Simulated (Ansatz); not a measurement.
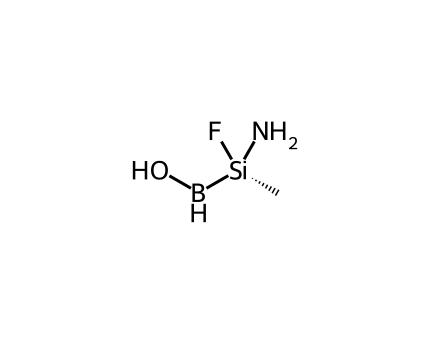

Structural formula above. The computed structure is the end point of a PBE-D4/def2-SVP optimisation. No frequency run is at hand to confirm it as a minimum.

What does the molecule look like in three dimensions?

The molecule is CH₇BFNOSi. As SMILES it reads `C[Si@@](N)(F)BO`. It has no ring. Among its groups: Si–N bond, B–H bond. The point group is C1. Coordination, clear cases only: 1 C tetrahedral; 1 Si tetrahedral; 1 B trigonal planar; 1 O bent.

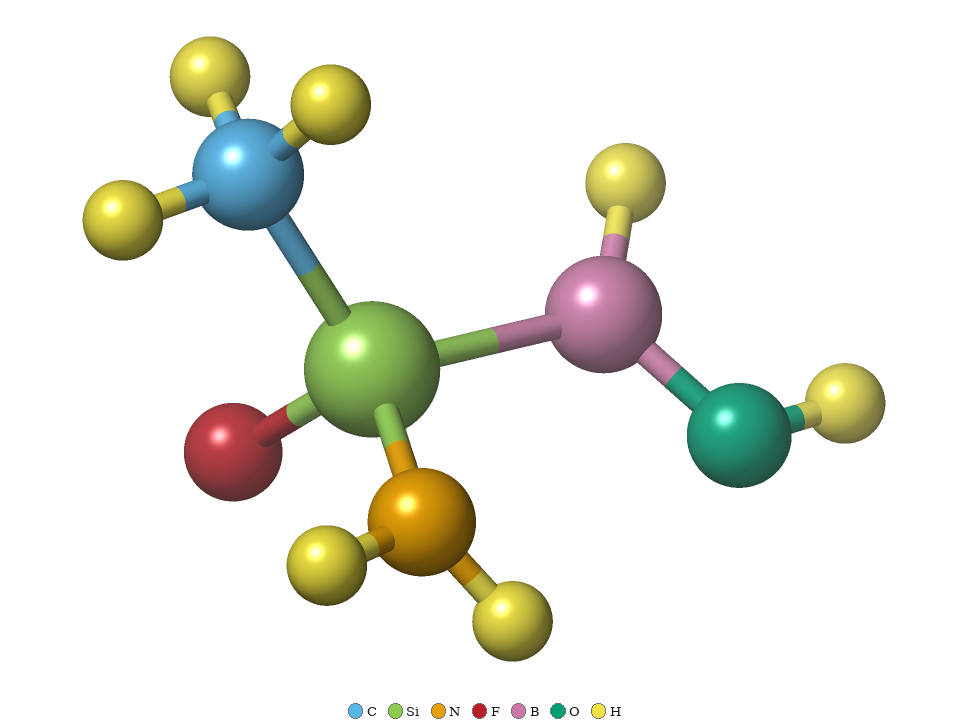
